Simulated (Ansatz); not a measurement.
Pressure series in Pd

Consider Pd in the fcc (Cu type) structure (space group Fm-3m, No. 225; a = 3.8396 Å).

Cell and atoms are relaxed at each pressure.

The values are results of plane-wave PAW DFT at the LDA level (Ansatz, an electronic-structure program, 420 eV), without spin-orbit coupling, not measurements.

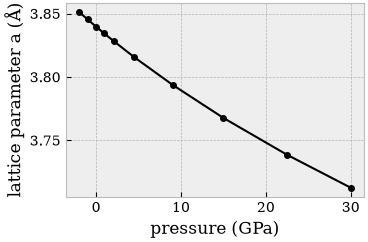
Figure: Lattice parameter a against pressure

**Question.** From the plot, what is the lattice parameter a for pressure 4.5 GPa?

**Answer.** About 3.82 Å.

**Question.** Is the trend monotonic over the range shown?

**Answer.** Yes, it falls throughout, spanning 3.713 Å to 3.851 Å.

Load acts through the strain it causes; cell and atoms are relaxed under it. No phonon test of stability was made. No other phases were tried under pressure. All final runs are without spin polarisation.
